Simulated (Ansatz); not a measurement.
Band structure of Ti4CN3 (R-3m, 8 atoms in the cell).

```xyz
8
Lattice="1.5411 0.8898 10.0832 -1.5411 0.8898 10.0832 0.0000 -1.7795 10.0832" Properties=species:S:1:pos:R:3 pbc="T T T"
Ti     0.0000     0.0000    18.9254
Ti     0.0000     0.0000    11.3241
Ti     0.0000     0.0000    26.4588
Ti     0.0000     0.0000     3.7907
C      0.0000     0.0000    15.1248
N      0.0000     0.0000    22.6519
N      0.0000     0.0000     7.5976
N      0.0000     0.0000     0.0000
```

Computed with PBEsol, PAW files made with PBE (plane waves; Ansatz, an electronic-structure program).

Settings: kpoints.mp_grid.grid = 6 6 6; hamiltonian.xc = pbesol; hamiltonian.pseudopotentials = {kind: paw} (an earlier, softer set of the program's PAW files); scf.occupations.method = fermi_dirac; scf.occupations.width = 0.05 eV; kpoints.band_path.path = [[0.0, 0.0, 0.0], [0.5, 0.0, 0.0], [0.5, 0.17185794, -0.17185794]]; kpoints.band_path.npoints = 8.

The starting cell comes from a database of computed structures (which also holds hypothetical and non-ambient phases and stackings), without a prior relaxation at this level. Its lattice was rescaled by a random factor within 2.5 % of one. Spin polarisation is off; with an odd number of electrons in the cell that forces a metal, and a magnetic state may lie lower.

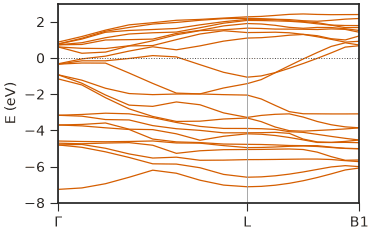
Bands along the path, energies from the Fermi level.

Levels in eV from the Fermi level, bands 31 to 38:
| point | 31 | 32 | 33 | 34 | 35 | 36 | 37 | 38 |
|---|---|---|---|---|---|---|---|---|
| Γ | -0.93 | -0.93 | -0.35 | -0.35 | -0.32 | 0.61 | 0.61 | 0.72 |
| L | -3.29 | -2.05 | -1.42 | -1.06 | 1.10 | 1.40 | 1.64 | 1.90 |
| B1 | -3.86 | -3.09 | 0.67 | 0.71 | 0.92 | 1.21 | 1.42 | 1.52 |

Bands cross the Fermi level along this path, so the cell is metallic at this level.

Keys are those of Ansatz 0.2.
